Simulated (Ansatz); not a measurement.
Breaking the Si2–N1 bond in H5NSi (SMILES N[SiH3]) (multiplicity 1 held, fragments rigid). Energies count from the point at 1.724 Å.
Geometry at that point (charge 0, multiplicity 1):
```xyz
7

N      1.140    -0.079    -0.110
Si    -0.573     0.047     0.030
H      1.737     0.601     0.333
H      1.582    -0.985    -0.128
H     -1.141    -0.286     1.366
H     -0.952     1.446    -0.273
H     -1.179    -0.882    -0.951
```

R- and RO- levels are restricted; in cc, def2 and unpolarised 6-31G sets they are followed outwards from rest. Unrestricted levels (U-) break spin symmetry where that is lower. Active spaces are followed from a long bond inwards. Curves can end on different states.

Cores are frozen in the correlated methods.

Programs: Ansatz (Gaussian basis) for Hartree–Fock, density functionals and correlated methods. 

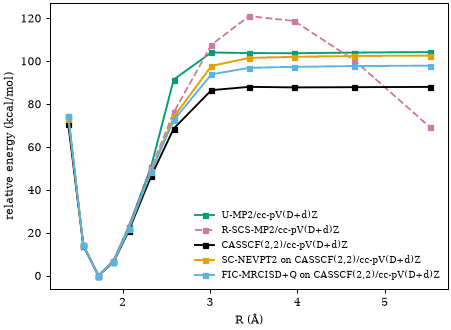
Figure. Relative energy along the coordinate

Question: Read off the R-SCS-MP2/cc-pV(D+d)Z curve at R = 5.516.

Answer: about 69 kcal/mol

Doubts at one or more of the structures used: a spin-contaminated determinant (U-MP2/cc-pV(D+d)Z); a restricted determinant that unrestricted orbitals would lower (R-SCS-MP2/cc-pV(D+d)Z).

Ansatz is a first-principles code.
